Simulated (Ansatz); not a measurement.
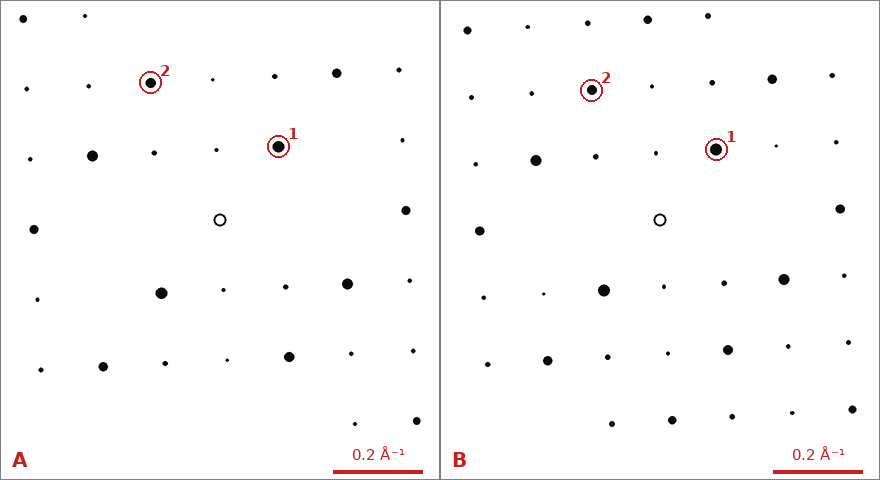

Kinematic electron diffraction patterns (120 kV, B = 0.5 Å², same scale) along [010] of the run's own cell, for the start and the end of one relaxation of RbH2 with Ansatz 0.2.0, DFT PBE, scalar-relativistic, plane waves, PAW. k mesh 6×6×6. The start is a generated model structure, and the relaxation ends in the nearest stationary point of its symmetry, not necessarily the ground state. Spot 1 is -1 0 -1 and spot 2 is -2 0 1 in both.

Start structure:

```
Rb H
1.0
     7.26655    0.00000    0.00000
    -3.63327    6.29301    0.00000
     0.00000    0.00000    7.12043
Rb H
3 6
Direct
  0.30885 0.00000 0.33333
  0.00000 0.30885 0.66667
  0.69115 0.69115 0.00000
  0.50690 0.54760 0.46035
  0.45240 0.95930 0.79368
  0.04070 0.49310 0.12702
  0.54760 0.50690 0.53965
  0.95930 0.45240 0.20632
  0.49310 0.04070 0.87298
```

> Which pattern belongs to the start structure, and which to the relaxed one?

A is the start: its cell gives d(1) = 4.715 Å, d(2) = 2.878 Å and an angle of 65.3°. B is the relaxed structure, with d(1) = 4.913 Å (+4.2 %), d(2) = 3.014 Å (+4.7 %) and 66.2°.

> Summarise the relaxation behind the change.

The volume changed by +13.8 % to 41.17 Å³ an atom; with the mean shift removed, the atoms moved by up to 0.14 Å relative to the cell (H most); the space group stayed P3_121 (No. 152); the free energy fell by 4.8 meV an atom. Relaxed cell: a = 7.633 Å, b = 7.633 Å, c = 7.344 Å, α = 90.00°, β = 90.00°, γ = 120.00°.
